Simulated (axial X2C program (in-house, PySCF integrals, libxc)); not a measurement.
# GeF: bond curves with and without spin–orbit coupling

Aim: find the lowest determinant of GeF, scan the bond at several levels and fit the constants, once spin-free and once with spin–orbit coupling.

The runs use an in-house X2C program for linear molecules on PySCF integrals; all-electron X2C, Ge dyall-cv3z, F dyall-av3z.

All values are calculated.

### Step 1. Input

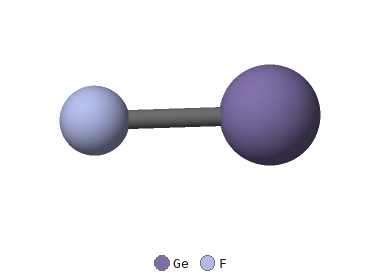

The two atoms at 1.850 Å (germanium purple, fluorine light blue).

The input, task.json:

```json
{
 "zs": [
  32,
  9
 ],
 "q": 0,
 "bas": [
  "dyall-cv3z",
  "dyall-av3z"
 ],
 "levels": [
  "PBE0",
  "HF",
  "LDA"
 ],
 "cc": true,
 "r0": 1.85,
 "thr": -1.0,
 "nmax": 90,
 "npts": 10,
 "nst": 2,
 "ntry": 6
}
```

Keys: zs atomic numbers; q charge; bas basis sets; levels methods (HF also brings MP2); cc coupled cluster on or off; r0 starting distance in Å; thr threshold in hartree for freezing inner shells (an s shell follows its p shell); nmax most natural virtual spinors; npts points asked for on the curve; nst determinants followed; ntry starts of the search.

On the command line:

```bash
python so2c.py task.json out
```

Spin-free means the one-electron spin-free X2C Hamiltonian; two-component (2c) means X2C with spin–orbit coupling and atomic mean-field two-electron Coulomb and Gaunt terms. Basis: Ge dyall-cv3z contracted to [9s9p7d4f1g], F dyall-av3z contracted to [7s6p3d2f]; Gaussian nuclei, density fitting. Masses: Ge 73.921 u, F 18.998 u.

Notation: σ, π±, δ± give the projection m of an orbital's angular momentum (0, ±1, ±2), α and β its spin, Λ and M_S the sums; ω is the projection of a spinor's total angular momentum and Ω the sum. Logs are in hartree.

The results follow Hamiltonian by Hamiltonian and level by level.

### Step 2. Which state to follow

PBE0 moves the distance from 1.850 Å to 1.758 Å and compares determinants there.

Spin-free determinants:

```csv
ΔE (eV),state,open shells
0.00,"M_S = 1/2, Λ = 1",beyond closed shells: π+α
2.82,"M_S = 1/2, Λ = 0",beyond closed shells: σα
4.20,"M_S = 3/2, Λ = 0","beyond closed shells: σα, π+α, π-α"
5.51,"M_S = 1/2, Λ = 0","beyond closed shells: σβ, π+α, π-α"
5.82,"M_S = 1/2, Λ = 0","beyond closed shells: σα, π+β, π-α"
5.82,"M_S = 1/2, Λ = 2","beyond closed shells: σα, π+α, π+β"
7.23,"M_S = 3/2, Λ = 1","beyond closed shells: 2 × π+α, π+β, 2 × π-α"
```

Two-component determinants:

| ΔE (eV) | state | open shells |
| --- | --- | --- |
| 0.00 | Ω = 1/2 | excess of +ω over −ω: ω = 1/2 |
| 0.12 | Ω = 3/2 | excess of +ω over −ω: ω = 3/2 |
| 5.58 | Ω = 1/2 | excess of +ω over −ω: 2 × ω = -1/2, ω = 3/2 |
| 6.01 | Ω = 1/2 | excess of +ω over −ω: ω = 1/2 |
| 7.27 | Ω = 5/2 | excess of +ω over −ω: ω = -1/2, 2 × ω = 3/2 |

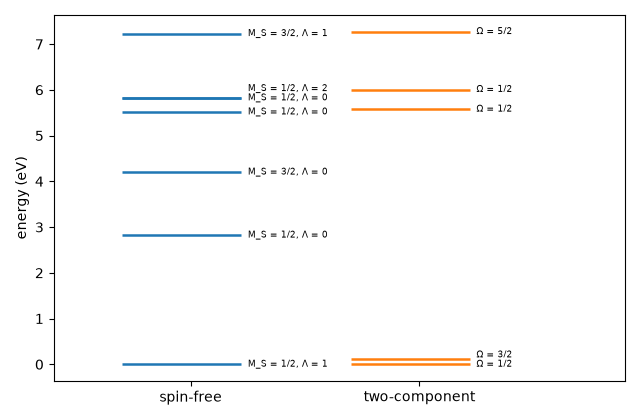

The determinants found, each set from its own lowest.

### Step 3. PBE0, spin-free

State followed: M_S = 1/2, Λ = 1 (beyond closed shells: π+α). The scan is laid around 1.758 Å, a first estimate of the minimum, and this SCF restarts from the orbitals of the search.

Output at 1.758 Å:

```text
spin-free X2C-1e  PBE0
basis functions 162  fitting functions 889  grid points 5076
iter        total energy     max residual
   1      -2198.489101390     2.02e-05
   2      -2198.489101398     1.75e-05
   3      -2198.489101400     1.03e-05
   4      -2198.489101401     1.75e-06
converged
one-electron -3235.24352019  Coulomb 1040.41928013  exact exchange -22.14471581  xc functional -68.21129271  nuclear repulsion 86.69114718
```

Along the bond, energies from the lowest point:

```
R (Å)  E (eV)  μ (D)  HOMO (eV)  LUMO (eV)  iterations
1.530  0.9299  -0.44      -4.55      -2.65          11
1.600  0.3765  -0.89      -4.71      -2.80          11
1.653  0.1452  -1.23      -4.84      -2.92          11
1.705  0.0290  -1.57      -4.96      -3.03          11
1.758  0.0000  -1.91      -5.08      -3.14           4
1.819  0.0474  -2.31      -5.21      -3.27          10
1.881  0.1583  -2.70      -5.35      -3.40          10
1.960  0.3637  -3.20      -5.51      -3.56          11
2.057  0.6736  -3.79      -5.71      -3.74          11
2.197  1.1766  -4.62      -5.98      -4.00          13
```

Dipoles are positive if F is the positive end.

Outer orbitals at the reference distance:

```json
{"symmetry": "δ+α", "occupied": "yes", "ε (eV)": "-33.57", "atomic character": "100% Ge d"}
{"symmetry": "δ-α", "occupied": "yes", "ε (eV)": "-33.53", "atomic character": "100% Ge d"}
{"symmetry": "π+α", "occupied": "yes", "ε (eV)": "-33.50", "atomic character": "100% Ge d"}
{"symmetry": "π-α", "occupied": "yes", "ε (eV)": "-33.48", "atomic character": "100% Ge d"}
{"symmetry": "δ+β", "occupied": "yes", "ε (eV)": "-33.44", "atomic character": "100% Ge d"}
{"symmetry": "δ-β", "occupied": "yes", "ε (eV)": "-33.44", "atomic character": "100% Ge d"}
{"symmetry": "π+β", "occupied": "yes", "ε (eV)": "-33.43", "atomic character": "100% Ge d"}
{"symmetry": "π-β", "occupied": "yes", "ε (eV)": "-33.43", "atomic character": "100% Ge d"}
{"symmetry": "σα", "occupied": "yes", "ε (eV)": "-31.68", "atomic character": "65% F s, 26% Ge d, 4% Ge p"}
{"symmetry": "σβ", "occupied": "yes", "ε (eV)": "-31.58", "atomic character": "66% F s, 25% Ge d, 4% Ge p"}
{"symmetry": "σα", "occupied": "yes", "ε (eV)": "-15.00", "atomic character": "54% F p, 40% Ge s, 4% F s"}
{"symmetry": "σβ", "occupied": "yes", "ε (eV)": "-14.49", "atomic character": "62% F p, 31% Ge s, 4% F s"}
{"symmetry": "π+α", "occupied": "yes", "ε (eV)": "-11.81", "atomic character": "91% F p, 5% Ge p, 2% Ge d"}
{"symmetry": "π-α", "occupied": "yes", "ε (eV)": "-11.60", "atomic character": "91% F p, 5% Ge p, 3% Ge d"}
{"symmetry": "π+β", "occupied": "yes", "ε (eV)": "-11.50", "atomic character": "92% F p, 4% Ge p, 3% Ge d"}
{"symmetry": "π-β", "occupied": "yes", "ε (eV)": "-11.50", "atomic character": "92% F p, 4% Ge p, 3% Ge d"}
{"symmetry": "σα", "occupied": "yes", "ε (eV)": "-10.56", "atomic character": "40% F p, 35% Ge s, 19% Ge p"}
{"symmetry": "σβ", "occupied": "yes", "ε (eV)": "-9.97", "atomic character": "43% Ge s, 31% F p, 20% Ge p"}
{"symmetry": "π+α", "occupied": "yes", "ε (eV)": "-5.08", "atomic character": "85% Ge p, 8% F p, 3% F d"}
{"symmetry": "π-α", "occupied": "no", "ε (eV)": "-3.14", "atomic character": "85% Ge p, 8% F p, 3% F d"}
{"symmetry": "π-β", "occupied": "no", "ε (eV)": "-2.16", "atomic character": "86% Ge p, 8% F p, 3% F d"}
{"symmetry": "π+β", "occupied": "no", "ε (eV)": "-2.16", "atomic character": "86% Ge p, 8% F p, 3% F d"}
{"symmetry": "σα", "occupied": "no", "ε (eV)": "-0.40", "atomic character": "69% Ge p, 15% Ge d, 7% F s"}
```

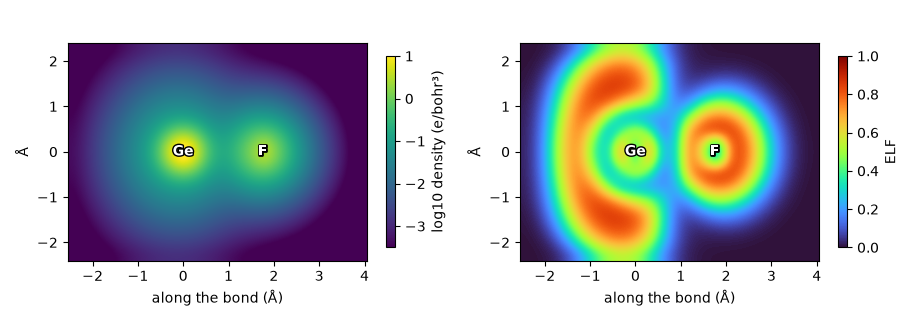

PBE0 fields in a plane through the axis, from a grid of 0.3 Å; Ge lies at z = 0 and F at z = 1.758 Å; the ELF is damped to zero where the density is low.

Re = 1.753 Å, ωe = 658 cm⁻¹, ωexe = 3.09 cm⁻¹, Be = 0.3631 cm⁻¹, De = 5.17 eV, μ = -1.88 D.

### Step 4. HF, spin-free

The SCF at the reference distance of 1.758 Å:

```text
spin-free X2C-1e  HF
basis functions 162  fitting functions 889  grid points 5076
iter        total energy     max residual
   1      -2196.711956124     2.19e-01
   2      -2196.739707689     7.86e-03
   3      -2196.740729187     5.32e-03
   4      -2196.741018428     1.39e-03
   5      -2196.741065773     7.32e-04
   6      -2196.741076750     3.34e-04
   7      -2196.741079891     2.07e-04
   8      -2196.741081425     8.59e-05
   9      -2196.741081695     2.61e-05
  10      -2196.741081727     8.10e-06
  11      -2196.741081730     3.66e-06
  12      -2196.741081730     2.42e-06
converged
one-electron -3235.51839669  Coulomb 1040.82548869  exact exchange -88.73932092  xc functional 0.00000000  nuclear repulsion 86.69114718
```

Re = 1.729 Å, ωe = 696 cm⁻¹, ωexe = 3.38 cm⁻¹, Be = 0.3732 cm⁻¹, De = 3.30 eV, μ = -1.92 D.

### Step 5. LDA, spin-free

Output at 1.758 Å:

```text
spin-free X2C-1e  LDA
basis functions 162  fitting functions 889  grid points 5076
iter        total energy     max residual
   1      -2194.941876841     2.01e-01
   2      -2194.948864052     2.52e-02
   3      -2194.923262862     5.37e-02
   4      -2194.954831864     5.31e-03
   5      -2194.955139566     2.69e-03
   6      -2194.955196215     6.19e-04
   7      -2194.955199228     1.39e-04
   8      -2194.955199464     1.29e-05
   9      -2194.955199466     2.08e-06
converged
one-electron -3234.56337200  Coulomb 1039.62302293  exact exchange 0.00000000  xc functional -86.70599757  nuclear repulsion 86.69114718
```

Re = 1.747 Å, ωe = 659 cm⁻¹, ωexe = 3.09 cm⁻¹, Be = 0.3656 cm⁻¹, De = 6.48 eV, μ = -1.73 D.

### Step 6. MP2 and beyond, spin-free

Correlated methods: 11 electrons correlated (frozen shells, counted by type: Ge 3 s, 2 p, 1 d; F 1 s), 233 virtual spinors in MP2, 90 natural virtuals in coupled cluster.

Output of the correlated part at 1.758 Å:

```text
correlated 11  virtual 233  natural virtual 90  E(MP2) -0.345457902  MP2 remainder -0.012213907
iter   CCSD correlation   residual
   1     -0.330467387   1.31e-01
   2     -0.339602081   5.78e-02
   3     -0.342478051   2.32e-02
   4     -0.342398397   7.18e-03
   5     -0.342444974   2.60e-03
   6     -0.342469872   8.51e-04
   7     -0.342464669   3.33e-04
   8     -0.342465496   1.14e-04
   9     -0.342466737   4.08e-05
  10     -0.342466234   1.34e-05
  11     -0.342466289   3.84e-06
  12     -0.342466210   1.39e-06
  13     -0.342466191   5.61e-07
(T) -0.011726802  T1 0.0239  D1 0.0384  max T2 0.090
```

T1 in the output is the amplitude norm over the root of the electron number; divide by √2 for the Lee–Taylor value.

MP2: Re = 1.761 Å, ωe = 654 cm⁻¹, Be = 0.3598 cm⁻¹, De = 5.54 eV.

CCSD: Re = 1.752 Å, ωe = 667 cm⁻¹, ωexe = 3.13 cm⁻¹, Be = 0.3633 cm⁻¹, De = 5.08 eV. T1 at Re = 0.017 (Lee–Taylor, the printed value over √2).

CCSD(T): Re = 1.758 Å, ωe = 656 cm⁻¹, ωexe = 3.11 cm⁻¹, Be = 0.3608 cm⁻¹, De = 5.23 eV. T1 at Re = 0.017 (Lee–Taylor, the printed value over √2).

### Step 7. The spin-free curves together

Energy (eV) of the followed determinant, spin-free, from each level's lowest point:

```csv
R (Å),PBE0,HF,MP2,CCSD,CCSD(T),LDA
1.530,0.930,0.791,1.003,n/a,n/a,0.874
1.600,0.376,0.281,0.419,0.385,0.409,0.345
1.653,0.145,0.083,0.171,0.148,0.164,0.127
1.705,0.029,0.000,0.040,0.029,0.037,0.021
1.758,0.000,0.003,0.000,0.000,0.000,0.000
1.819,0.047,0.086,0.037,0.049,0.040,0.055
1.881,0.158,0.230,0.140,0.163,0.146,0.171
1.960,0.364,0.474,0.337,0.374,0.346,0.382
2.057,0.674,0.823,0.642,n/a,n/a,0.696
2.197,1.177,1.373,1.143,n/a,n/a,1.202
```

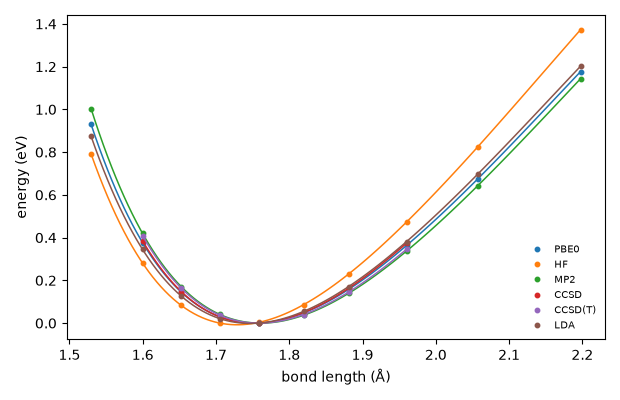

Curves of the followed state, spin-free, each from its own lowest point.

[end of part 1 of 2]
